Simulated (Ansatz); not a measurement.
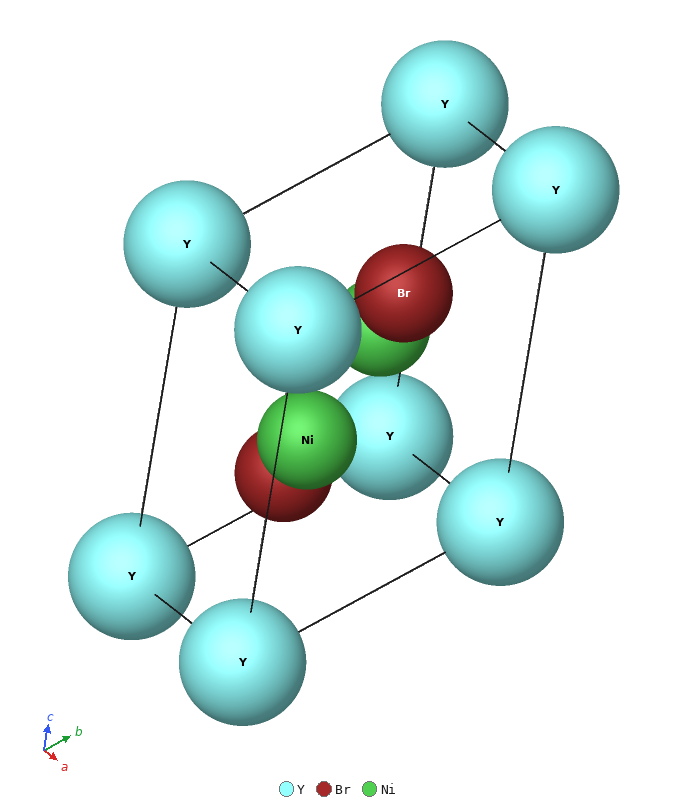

Spheres-only drawing of the structure, looking slightly off an axis. One simulation cell is framed, with atoms on its boundary repeated.

```xyz
5
Lattice="0.0000 4.3295 0.0000 4.3295 0.0000 0.0000 2.1648 2.1648 -5.2661" Properties=species:S:1:pos:R:3 pbc="T T T"
Y     0.0000    0.0000    0.0000
Br    2.1648    2.1648   -1.3165
Br    4.3295    4.3295   -3.9496
Ni    2.1648    4.3295   -2.6330
Ni    4.3295    2.1648   -2.6330
```

Run with DFT, PAW plane waves, r2SCAN+U, spin-orbit (Ansatz 0.2.0) and these settings: a kinetic-energy cutoff of 500 eV, k-points on a 5×5×5 grid, Fermi-Dirac smearing of 0.1 eV, U_eff = 6.53 eV on Ni d, spinor wavefunctions. The state is ferromagnetic.

What are the atomic charges by Bader's partition?

Answer. Y +1.40 e; Ni +0.09 e; Br -0.81 to -0.78 e.

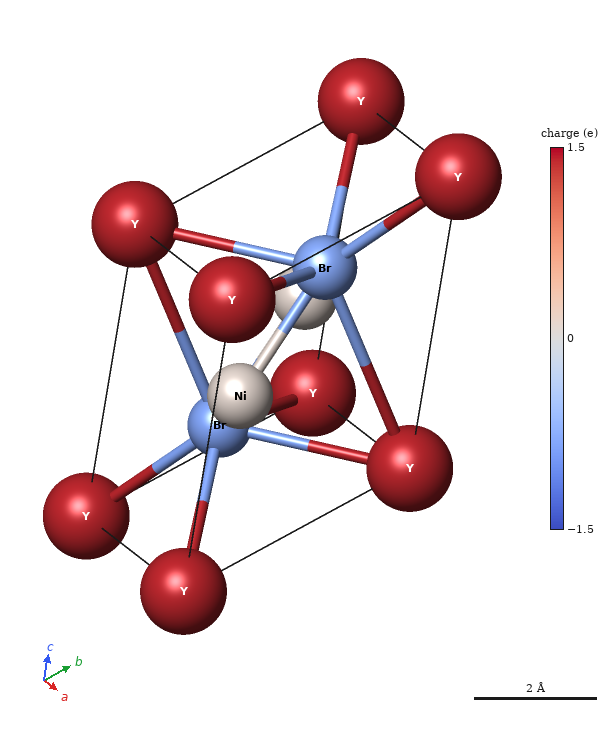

The atoms coloured by those charges.

The structure is a generated cell, made by putting these elements into a known structure type (the compound may or may not exist in this form); no relaxation was done. It was run through Ansatz as a DFT input.

At this level of theory the cell isn't at rest (compressed, at 9 GPa and forces up to 2.3 eV/Å), so its distances can differ from those at equilibrium, the more so the softer the solid, and its magnetic state may change on relaxation.
